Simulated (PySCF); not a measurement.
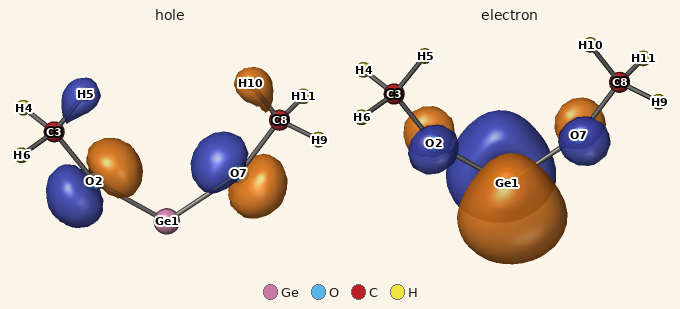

Figure. Ge(OMe)2 (C$_{2}$H$_{6}$GeO$_{2}$). Leading natural transition orbital pair of S₁ (TDA singlet states); the surfaces enclose about 70 % of each orbital's density.

PySCF calculation, PBE0/cc-pVDZ, gas phase; geometry: GFN2-xTB. No frequency check shows the geometry to be a minimum. GFN2-xTB bond lengths at metals and heavier atoms can be off by up to 0.1 Å and shapes distorted, which carries into these values. Without diffuse functions Rydberg states are missing, so the states' numbers hold for this basis only.

Cartesian coordinates (Å):

```
Ge1     -0.0010   -0.8472    0.0007
O2      -1.4599    0.1351   -0.0004
C3      -2.2636    1.2875    0.0001
H4      -2.7723    1.3773   -0.9630
H5      -1.6657    2.1872    0.1700
H6      -3.0137    1.2044    0.7909
O7       1.4557    0.1368   -0.0053
C8       2.2698    1.2823    0.0022
H9       2.9557    1.2324    0.8522
H10      1.6705    2.1936    0.0810
H11      2.8526    1.3207   -0.9216
```

### Give its energy and the atoms that hole and electron lie on.

4.95 eV (250 nm), f = 0.000 (very weak); the leading pair carries 100 %; hole on O2 and O7 (35 % each), Ge1 (6 %) and C3 and C8 (6 % each), electron on Ge1 (76 %) and O2 and O7 (10 % each); their centroids lie 1.1 Å apart. In canonical orbitals it is mainly HOMO−1 → LUMO (87 %). The HOMO–LUMO gap is 6.54 eV.

Cost of the run: 4.2 min on 1 thread of Arm Neoverse V2, on a shared host, peak memory 0.63 GiB.
